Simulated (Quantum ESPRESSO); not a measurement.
Converging the k-point mesh at a smearing width of 0.02 eV: K (Im-3m, 1 atom in the cell)

```
CELL_PARAMETERS angstrom
      2.65320     2.65320     2.65320
     -2.65320     2.65320     2.65320
     -2.65320    -2.65320     2.65320
ATOMIC_POSITIONS crystal
  K  0.00000 0.00000 0.00000
```

Level of theory: PBE, PseudoDojo standard norm-conserving (PBE) pseudopotentials (plane waves; Quantum ESPRESSO).

Base settings: ecutwfc = 75 Ry; occupations = smearing; smearing = fd; degauss = 0.0073499 Ry; potentials = {K: K.upf}; K_POINTS = automatic 9 9 9 0 0 0; conv_thr = 1e-08 Ry; mixing_beta = 0.4.

In this ladder: degauss = 0.00147 Ry.

Only quantities that move along the ladder and can be compared are tabulated.

The count of work is k-points × plane waves × bands × iterations; it is no time. Core times come from one kind of shared machine, to one figure; runs under 30 s give none.

The starting cell has typed, rounded lattice constants, without a prior relaxation at this level. Its lattice was rescaled by up to half a per cent.

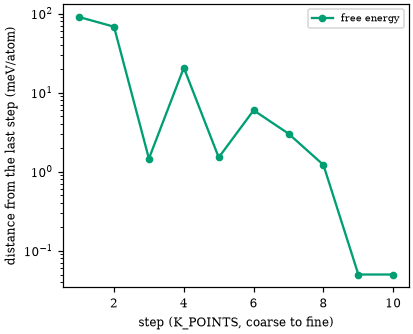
Fig. 1. Distance from the last step along the ladder; very small values are drawn at a floor.

| K_POINTS | free energy less the last step's (meV/atom) | pressure (GPa) | count of work / last | core time / last (rough) |
|---|---|---|---|---|
| automatic 3 3 3 0 0 0 | -90.49 | -0.15 | 0.012 | – |
| automatic 4 4 4 0 0 0 | 68.30 | 0.05 | 0.028 | – |
| automatic 5 5 5 0 0 0 | 1.46 | -0.04 | 0.030 | – |
| automatic 6 6 6 0 0 0 | 20.69 | -0.01 | 0.048 | – |
| automatic 7 7 7 0 0 0 | -1.51 | -0.05 | 0.069 | – |
| automatic 8 8 8 0 0 0 | 5.98 | -0.04 | 0.10 | – |
| automatic 10 10 10 0 0 0 | 3.03 | -0.04 | 0.16 | – |
| automatic 12 12 12 0 0 0 | 1.22 | -0.05 | 0.25 | – |
| automatic 14 14 14 0 0 0 | -0.01 | -0.04 | 0.31 | 0.3 |
| automatic 17 17 17 0 0 0 | 0.02 | -0.05 | 0.58 | 0.7 |
| automatic 21 21 21 0 0 0 | 0.00 | -0.05 | 1.0 | 1 |

Coarsest K_POINTS that holds the free energy within 1 meV/atom of the last step, with all finer ones: automatic 14 14 14 0 0 0, at 0.31 of the last step's count of work and about 0.3 of the last step's time; the step before is off by 1.2 meV/atom.

Coarsest K_POINTS that holds the pressure within 0.05 GPa of the last step, with all finer ones: automatic 5 5 5 0 0 0, at 0.030 of the last step's count of work; the step before is off by 0.09 GPa.
